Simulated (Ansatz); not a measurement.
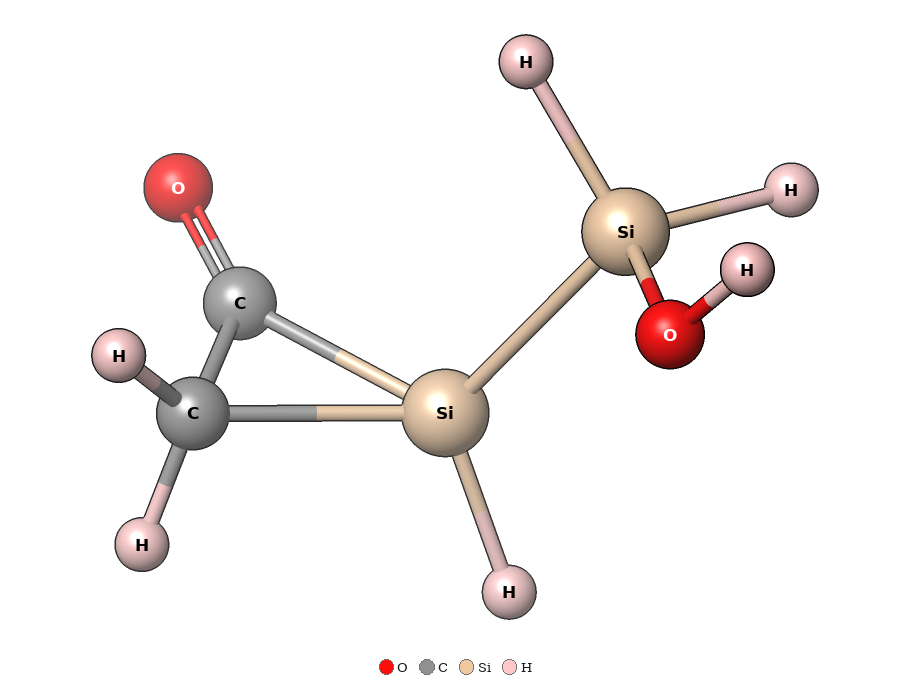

Orthographic view. Atoms fade into the background with distance from the viewer. The computed structure is the end point of a PBE-D4/def2-SVP optimisation. No frequency run is at hand to confirm it as a minimum.

Write the InChI string.

InChI=1S/C2H6O2Si2/c3-2-1-6(2)5-4/h4,6H,1,5H2/t6-/m0/s1
